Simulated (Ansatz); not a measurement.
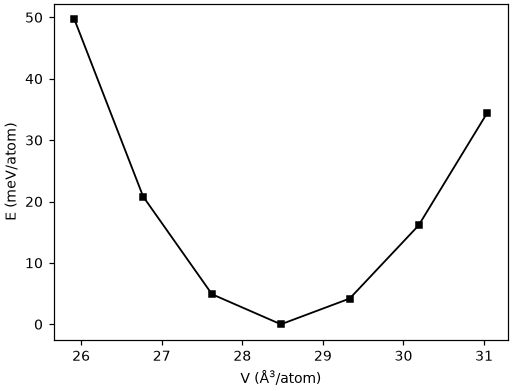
*InAs (zinc blende, F-43m) under volume change, plane-wave PAW r²SCAN (Ansatz code), scaled uniformly.*

Question: What does a third-order Birch–Murnaghan fit give for V₀, B₀ and B′?

Answer: V₀ = 28.49 Å³/atom, B₀ = 57.2 GPa, B′ = 4.8.

The r²SCAN relaxation kept the symmetry of its start.

Potentials: the earlier of the program's two PAW sets.
